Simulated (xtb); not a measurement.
# CH$_{7}$GaN$_{2}$O: frequency calculation (part 1 of 2)

- system: CH$_{7}$GaN$_{2}$O, SMILES C[O][Ga]([NH2])[NH2]
- method: GFN1-xTB (xtb 6.7.1)

The geometry was optimised with GFN1-xTB.

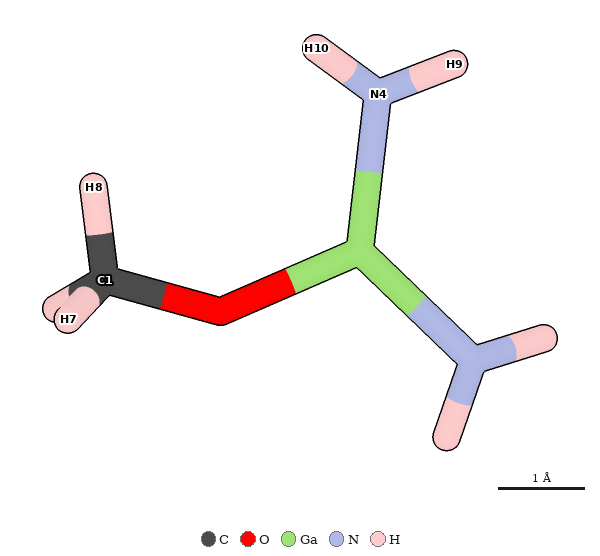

*The structure as given in the input (stick view, seen at a tilt; atoms are numbered from 1 in the order of the input). Sticks mark near contacts.*

Bond lengths as drawn: C–H 1.10 Å, C–O 1.42 Å, Ga–N 1.85 to 1.86 Å, Ga–O 1.79 Å and H–N 1.01 Å.

Input (struc.tmol)
```
$coord
     -2.683259918879      0.389434759763      3.259569695106  c
     -1.476008384161     -0.875869161503      1.236598981433  o
      0.853986132980     -0.379305827735     -1.160310737781  ga
      2.411498404896      2.764291375103     -1.492052158960  n
      1.417237901686     -3.235418995233     -3.106445187227  n
     -4.718494955101      0.562155727554      2.883476401783  h
     -2.444814276473     -0.692509035630      5.016637045783  h
     -1.931111126755      2.301251782786      3.582108150057  h
      4.157794316663      2.738307640889     -2.270222479819  h
      2.515338855444      3.792963791043      0.116104773097  h
      1.955072854015     -2.912313622445     -4.913344615811  h
     -0.057239804315     -4.453026229113     -3.152157662182  h
$end
```

File xcontrol
```
$hess
   sccacc=100
$end
```

Machine: 1 thread of Intel Xeon @ 2.50GHz (Skylake/Cascade Lake), 189 GiB of memory available, shared host.

Launched with:
```bash
xtb --hess --chrg 0 --uhf 0 --input xcontrol --gfn 1 -- struc.tmol > run.log
```

Output
```
* xtb version 6.7.1
   ID    Z sym.   atoms
    1    6 c      1
    2    8 o      2
    3   31 ga     3
    4    7 n      4, 5
    5    1 h      6-12

           -------------------------------------------------
          |                Calculation Setup                |
           -------------------------------------------------

          program call               : xtb --hess --chrg 0 --uhf 0 --input xcontrol --gfn 1 -- struc.tmol
          coordinate file            : struc.tmol
          omp threads                :                     1

           -------------------------------------------------
          |                 G F N 1 - x T B                 |
           -------------------------------------------------

      * Hamiltonian:
        H0-scaling (s, p, d)           1.850000    2.250000    2.000000
        zeta-weighting                 0.000000
      * Dispersion:
        s8                             2.400000
        a1                             0.630000
        a2                             5.000000
        s9                             0.000000
      * Repulsion:
        kExp                           1.500000
        rExp                           1.000000
      * Coulomb:
        alpha                          2.000000
        third order                    atomic
        anisotropic                    false
      * Halogen bond correction:
        rad-scale                      1.300000
        damping                        0.440000

          ...................................................
          :                      SETUP                      :
          :.................................................:
          :  # basis functions                  40          :
          :  # atomic orbitals                  39          :
          :  # shells                           25          :
          :  # electrons                        30          :
          :  # halogen bonds                     0          :
          :  max. iterations                   250          :
          :  Hamiltonian                  GFN1-xTB          :
          :  restarted?                      false          :
          :  GBSA solvation                  false          :
          :  PC potential                    false          :
          :  electronic temp.          300.0000000     K    :
          :  accuracy                    1.0000000          :
          :  -> integral cutoff          0.2500000E+02      :
          :  -> integral neglect         0.1000000E-07      :
          :  -> SCF convergence          0.1000000E-05 Eh   :
          :  -> wf. convergence          0.2000000E-04 e    :
          :  Broyden damping             0.4000000          :
          :  net charge                          0          :
          :  unpaired electrons                  0          :
          ...................................................

 iter      E             dE          RMSdq      gap      omega  full diag
   1    -18.4181601 -0.184182E+02  0.643E+00    4.74       0.0  T
   2    -18.4752883 -0.571282E-01  0.413E+00    5.50       1.0  T
   3    -18.4736756  0.161268E-02  0.144E+00    5.06       1.0  T
   4    -18.4822273 -0.855165E-02  0.255E-01    5.34       1.0  T
   5    -18.4826216 -0.394355E-03  0.285E-02    5.30       1.0  T
   6    -18.4826277 -0.611063E-05  0.104E-02    5.30       2.8  T
   7    -18.4826284 -0.645567E-06  0.173E-03    5.30      16.7  T
   8    -18.4826284 -0.519735E-08  0.821E-04    5.30      35.1  T
   9    -18.4826284 -0.271065E-09  0.154E-04    5.30     187.6  T
  10    -18.4826284 -0.966587E-10  0.665E-05    5.30     434.3  T

   *** convergence criteria satisfied after 10 iterations ***

         #    Occupation            Energy/Eh            Energy/eV
      -------------------------------------------------------------
         1        2.0000           -0.7276371             -19.8000
       ...           ...                  ...                  ...
         9        2.0000           -0.5181369             -14.0992
        10        2.0000           -0.4990366             -13.5795
        11        2.0000           -0.4571366             -12.4393
        12        2.0000           -0.4337154             -11.8020
        13        2.0000           -0.4284149             -11.6578
        14        2.0000           -0.3955050             -10.7622
        15        2.0000           -0.3894609             -10.5978 (HOMO)
        16                         -0.1947122              -5.2984 (LUMO)
        17                         -0.1274920              -3.4692
        18                         -0.1218178              -3.3148
        19                         -0.1040643              -2.8317
        20                         -0.0989353              -2.6922
       ...                                ...                  ...
        39                          0.8348242              22.7167
      -------------------------------------------------------------
                  HL-Gap            0.1947487 Eh            5.2994 eV
             Fermi-level           -0.2920866 Eh           -7.9481 eV

 SCC (total)                   0 d,  0 h,  0 min,  0.028 sec
 SCC setup                      ...        0 min,  0.000 sec (  1.173%)
 Dispersion                     ...        0 min,  0.000 sec (  0.289%)
 classical contributions        ...        0 min,  0.000 sec (  0.139%)
 integral evaluation            ...        0 min,  0.007 sec ( 24.928%)
 iterations                     ...        0 min,  0.007 sec ( 25.971%)
 molecular gradient             ...        0 min,  0.013 sec ( 46.090%)
 printout                       ...        0 min,  0.000 sec (  1.293%)

         :::::::::::::::::::::::::::::::::::::::::::::::::::::
         ::                     SUMMARY                     ::
         :::::::::::::::::::::::::::::::::::::::::::::::::::::
         :: total energy             -18.337650632914 Eh    ::
         :: gradient norm              0.000048357338 Eh/a0 ::
         :: HOMO-LUMO gap              5.299382710721 eV    ::
         ::.................................................::
         :: SCC energy               -18.482628389742 Eh    ::
         :: -> electrostatic           0.093230810260 Eh    ::
         :: repulsion energy           0.148107341003 Eh    ::
         :: dispersion energy         -0.003129584176 Eh    ::
         :: halogen bond corr.         0.000000000000 Eh    ::
         :: add. restraining           0.000000000000 Eh    ::
         :: total charge               0.000000000000 e     ::
         :::::::::::::::::::::::::::::::::::::::::::::::::::::

           -------------------------------------------------
          |                Numerical Hessian                |
           -------------------------------------------------
step length          :   0.00500
SCC accuracy         : 100.00000
Hessian scale factor :   1.00000
frozen atoms in %    :   0.00000    0
RMS gradient         :   0.00005
estimated CPU  time      0.03 min

writing file <hessian>.

 projected vibrational frequencies (cm⁻¹)
eigval :       -0.00    -0.00    -0.00     0.00     0.00     0.00
eigval :       45.06    83.28   100.77   119.47   121.82   196.51
eigval :      210.74   225.80   418.05   475.35   486.58   559.33
eigval :      602.22   664.15   713.35  1134.27  1187.04  1190.54
eigval :     1456.78  1488.65  1489.91  1497.33  1501.54  2932.22
eigval :     2958.58  2968.42  3403.15  3408.36  3466.61  3469.97
           -------------------------------------------------
          |                Property Printout                |
           -------------------------------------------------

    * Orbital Energies and Occupations

         #    Occupation            Energy/Eh            Energy/eV
      -------------------------------------------------------------
         1        2.0000           -0.7276366             -19.8000
       ...           ...                  ...                  ...
         3        2.0000           -0.7144590             -19.4414
         4        2.0000           -0.6260458             -17.0356
         5        2.0000           -0.5630906             -15.3225
         6        2.0000           -0.5416923             -14.7402
         7        2.0000           -0.5391362             -14.6706
         8        2.0000           -0.5243730             -14.2689
         9        2.0000           -0.5181371             -14.0992
        10        2.0000           -0.4990365             -13.5795
        11        2.0000           -0.4571368             -12.4393
        12        2.0000           -0.4337148             -11.8020
        13        2.0000           -0.4284145             -11.6578
        14        2.0000           -0.3955053             -10.7622
        15        2.0000           -0.3894611             -10.5978 (HOMO)
        16                         -0.1947123              -5.2984 (LUMO)
        17                         -0.1274912              -3.4692
        18                         -0.1218179              -3.3148
        19                         -0.1040644              -2.8317
        20                         -0.0989354              -2.6922
        21                         -0.0863304              -2.3492
        22                         -0.0705867              -1.9208
        23                         -0.0635787              -1.7301
        24                         -0.0348470              -0.9482
        25                         -0.0206440              -0.5618
        26                          0.0154158               0.4195
       ...                                ...                  ...
        39                          0.8348240              22.7167
      -------------------------------------------------------------
                  HL-Gap            0.1947488 Eh            5.2994 eV
             Fermi-level           -0.2920867 Eh           -7.9481 eV
```
